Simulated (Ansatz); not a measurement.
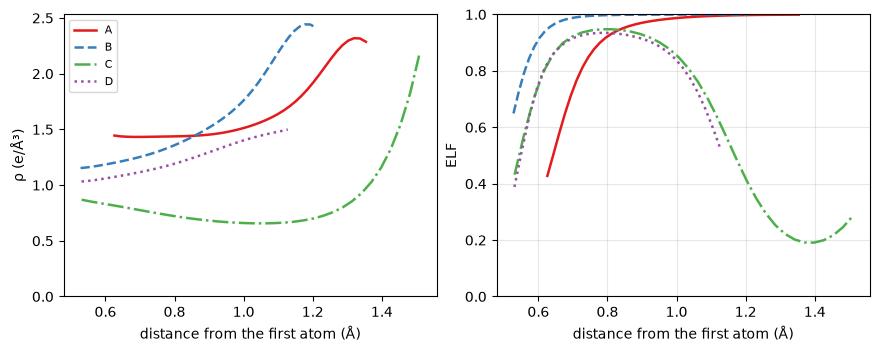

BH4SSb (SMILES S[BH][SbH2]). Electron density and ELF along straight lines between neighbouring atoms. The curves leave out the atomic cores.

Core potentials replace the inner electrons of Sb.

The calculation used RKS PBE0-D4/def2-SVP (Ansatz 0.2.0).

Input file:

```
crystal:
  periodic: [false, false, false]
  atoms:
    - { symbol: S, position_ang: [-1.5258, -1.4359, -0.8884] }
    - { symbol: B, position_ang: [-0.1289, -0.2323, -0.6019] }
    - { symbol: Sb, position_ang: [0.64562, 0.93572, -2.31247] }
    - { symbol: H, position_ang: [-2.4345, -0.3641, -0.6308] }
    - { symbol: H, position_ang: [0.31829, -0.07804, 0.49402] }
    - { symbol: H, position_ang: [2.33109, 0.64107, -1.84411] }
    - { symbol: H, position_ang: [0.5778, 2.4801, -1.37109] }
basis:
  gaussian: { orbitals: def2-SVP }
hamiltonian:
  xc: pbe0
  dispersion: d4
relax:
  f_tol: 0.015
  max_steps: 40
output:
  orbitals: {}
```

Command:

```sh
ansatz run input.yaml --threads 1 --pin off --max-ram 2048MiB --backend cpu --events-out ev --progress --plain --runs-dir out
```

The fields are those of the relaxed geometry.

Which curve belongs to which contact (B–H, B–S, B–Sb and S–H)? The first atom named is at distance zero.

Curve A: S–H (1.35 Å): the density is about 1.4 e/Å³ at the midpoint; the ELF climbs to about 1 towards the hydrogen, as it does in any bond to H. Curve B: B–H (1.21 Å): ρ is about 1.2 e/Å³ halfway; the ELF climbs to about 1 towards the hydrogen (an ordinary covalent bond to hydrogen). Curve C: B–Sb (2.24 Å): ρ is about 0.66 e/Å³ halfway; the ELF peaks at about 0.95 in the valence shell of B, 0.8 Å from its nucleus, and drops to about 0.20 between the two atoms. Curve D: B–S (1.77 Å): the density is about 1.3 e/Å³ at the midpoint; the ELF peaks at about 0.95 between the atoms; localised, covalent bonding.
